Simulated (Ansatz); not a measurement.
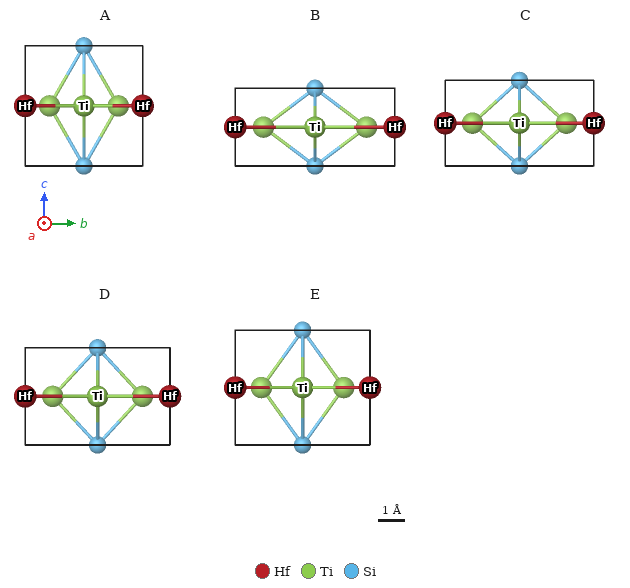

5 geometries from one relaxation of solid HfTi4Si (a generated structure, set up in P4/mmm) (coarse preliminary run), in shuffled order. Style: ball-and-stick. Shown: the cell of the calculation, along the a axis.

Computed with DFT PBE, scalar-relativistic, plane waves, PAW in Ansatz 0.2.0. Set-up: plane-wave cutoff 420 eV; k-point mesh 4 × 4 × 4; occupations gaussian; smearing width 0.1 eV; no spin polarisation; cell and atoms relaxed; force threshold 0.04 eV/Å; at most 70 steps.

**Put them in the order of the run, from the start to the converged end.**

A, E, D, C, B. They are steps 0, 3, 6, 8, 17, at +2566 meV per atom, +868 meV per atom, +430 meV per atom, +288 meV per atom relative to the last. After 15 accepted moves (17 points after the start) the energy has fallen by 2566 meV per atom. The largest force component goes from 4.3 to 0.029 eV/Å. Pressure: 64.72 GPa at the start and −0.10 GPa at the end. The SCF was repeated twice at an unchanged geometry on a basis and grid sized afresh for the cell, which shifted the energy by 156 meV per atom at most. The largest moves relative to the cell, 0.19 Å, are those of Ti atoms. Hf and Si stay in place. The volume changes by +19.4 %, with a = b 4.566 → 6.205 Å (+35.9 %), c 4.672 → 3.021 Å (−35.3 %). Near-neighbour distances that change, for instance: Ti–Ti 4.672 → 3.021 Å, Hf–Hf 4.672 → 3.021 Å, Si–Si 4.672 → 3.021 Å, Ti–Ti 2.673 → 4.009 Å. Bonds break: Ti–Ti (1.89 → 2.83 Å). Bond angles that change, for instance: Si–Ti–Si 120.4° → 74.0°, Ti–Ti–Si 119.8° → 143.0°, Hf–Ti–Hf 135.0° → 141.0°. The space group stays P4/mmm (No. 123).
